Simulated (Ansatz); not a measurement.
System (SMILES): F[Si]F (closed-shell singlet).
Geometry (B3LYP-D3(BJ)/def2-TZVP, fixed):
```
Si
F 1 1.6090
F 1 1.6090 2 100.76
```

Basis-set convergence of the dipole moment at PBE0 with Ansatz (a program for electronic structure). Dipoles come from the density behind the forces; the sign is taken along the dipole that this method gives in the largest set. Cartesian d functions, on some or all atoms, in 6-31G**, 6-31+G*; all else is spherical. The program fits the integrals of some runs and decomposes those of others, by size. No added dispersion term, no relativity. Reference: the value in aug-pcseg-3, 1.157 D, itself unsure by roughly 0.001 D (its mean distance from aug-cc-pV(Q+d)Z, def2-QZVPPD). Deviations are taken from unrounded values.

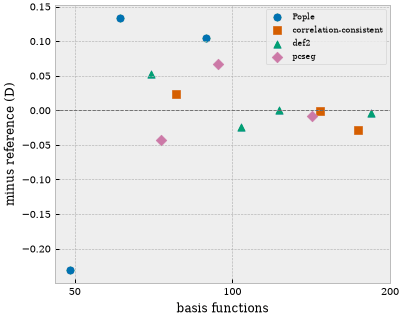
Fig. 1. Deviation from the reference against the number of basis functions, by family of sets.

```tsv
basis	functions	dipole moment (D)	minus reference (D)
6-31G**	49	0.926	-0.231
6-31+G*	61	1.291	0.134
def2-SVPD	70	1.210	0.053
aug-pcseg-1	73	1.115	-0.042
aug-cc-pV(D+d)Z	78	1.181	0.024
6-311++G(2d,2p)	89	1.262	0.105
pcseg-2	94	1.224	0.067
def2-TZVPP	104	1.134	-0.023
def2-TZVPD	123	1.157	0.000
aug-pcseg-2	142	1.149	-0.008
aug-cc-pV(T+d)Z	147	1.156	-0.001
cc-pV(Q+d)Z	174	1.128	-0.029
def2-QZVPP	184	1.153	-0.004
```
